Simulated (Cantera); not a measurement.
Charge: 1 mol Fe, a varied amount of H2O, 0.2 mol O2, equilibrated at 1400 K and 0.500 bar.

Equilibrium computed with Cantera from the NASA thermochemical tables; the gas is ideal and each condensed phase is pure. Candidate condensed phases: Fe, FeO, Fe(OH)2, Fe(OH)3, Fe2O3, Fe3O4, H2O; 12 gas species. Mutual solubility and eutectic melting of coexisting phases are not modelled. The tables' stoichiometric FeO is somewhat more stable than real wüstite, so its field is too wide. FeO: taken at fixed stoichiometry. The numbers say what is thermodynamically allowed, not how fast it happens.

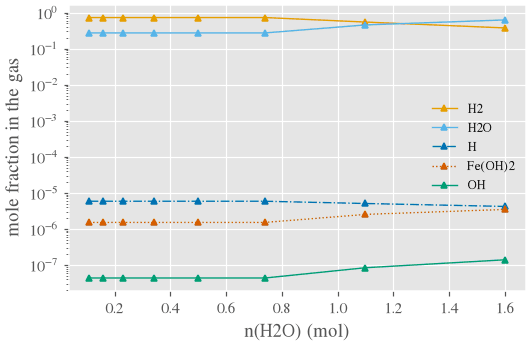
*Equilibrium gas composition (values under 1e-9 drawn at 1e-9)*

Task: Read off the mole fractions at 1.6 mol H2O.

Result: H2O about 0.62, H2 about 0.37, H about 4.2e-6, Fe(OH)2 about 3.5e-6, OH about 1.4e-7.
